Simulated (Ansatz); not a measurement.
**C₂H₄GeS: density, localisation and related maps**

Input file:

```
crystal:
  periodic: [false, false, false]
  atoms:
    - {symbol: S, position_ang: [-1.689016, 1.850283, 0.675775]}
    - {symbol: C, position_ang: [-0.644916, 0.659791, 0.464467]}
    - {symbol: C, position_ang: [0.783890, 0.520402, 0.189531]}
    - {symbol: Ge, position_ang: [-0.319873, -1.024052, -0.441974]}
    - {symbol: H, position_ang: [1.314158, 1.312849, -0.333622]}
    - {symbol: H, position_ang: [1.358343, 0.083975, 1.009245]}
    - {symbol: H, position_ang: [-0.766267, -1.143193, -1.895886]}
    - {symbol: H, position_ang: [0.055779, -2.317157, 0.276663]}
basis:
  gaussian: {orbitals: def2-TZVPP}
hamiltonian: {xc: pbe0, dispersion: d4}
output: {orbitals: {seedname: orbitals}}
```

Launched as:

```sh
ansatz run in.yaml --threads 2 --pin off --events-out ev --progress --plain --max-ram 4352MiB
```

Geometry: PBE0-D4/def2-TZVP.

Computed with Ansatz, RKS PBE0-D4/def2-TZVPP.

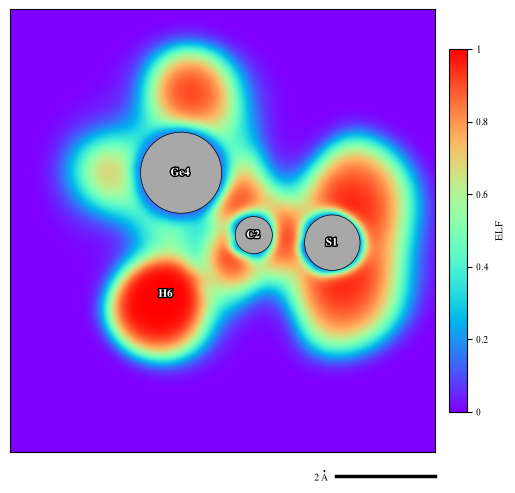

Figure 1. Electron localisation function on the plane of atoms S1, C2 and Ge4. Grey discs cover the atomic cores.

Read the bonding off the picture.

Answer.
- Atoms in the plane: S, C, Ge and H.
- C–S (1.60 Å): the ELF peaks at about 0.90 between the atoms, as expected for localised, covalent bonding.
- C–Ge (1.94 Å): the ELF peaks at about 0.80 in the valence shell of C, 0.7 Å from its nucleus, and is about 0.50 at the midpoint.
- The ELF also peaks beside S1, away from the bonds: lone-pair regions.

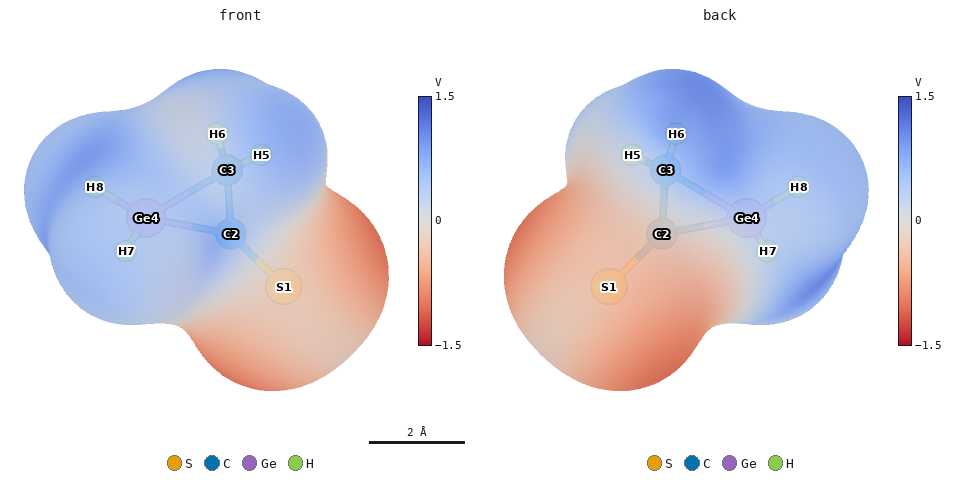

Figure 2. The molecular electrostatic potential painted on the density surface at 0.001 e/bohr³, seen from the front and from behind; red is negative and blue positive.

Where is the surface potential most negative and most positive?

Answer. The most negative region (about −1.0 V) lies over S1, the most positive (about +1.0 V) over Ge4 and H6.

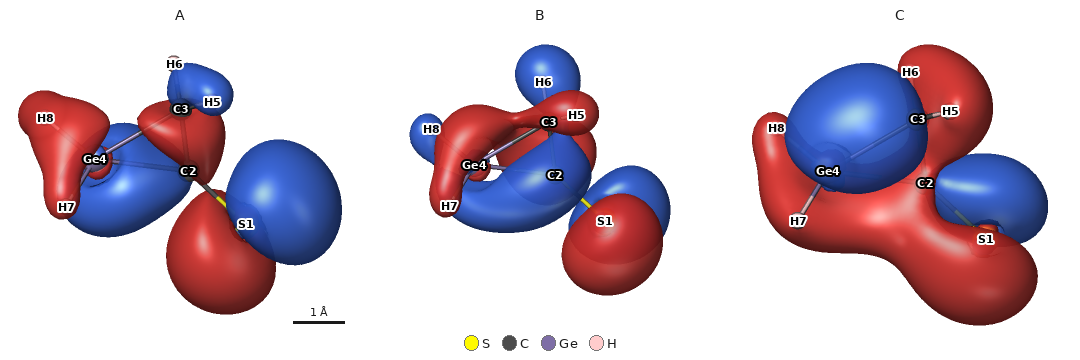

Figure 3. Three frontier orbitals at ±0.08 Å⁻³ᐟ² (blue and red are the two phases), in no order.

Which picture is the HOMO−1, the HOMO and the LUMO?

Answer. C is the HOMO−1 (−7.57 eV). By Hirshfeld shares it lies mainly on S1 (about 30 %), C3 (about 25 %), Ge4 (about 25 %) and C2 (about 10 %). A is the HOMO (−5.95 eV). Its weight (Hirshfeld) is mainly on S1 (about 65 %), Ge4 (about 15 %) and C2 (about 10 %). B is the LUMO (−2.32 eV). It lies mainly on S1 (about 40 %), C2 (about 30 %), Ge4 (about 15 %) and C3 (about 5 %); π-antibonding (π*) across S1–C2.

What is the HOMO–LUMO gap?

Answer. 3.63 eV between the orbital energies.
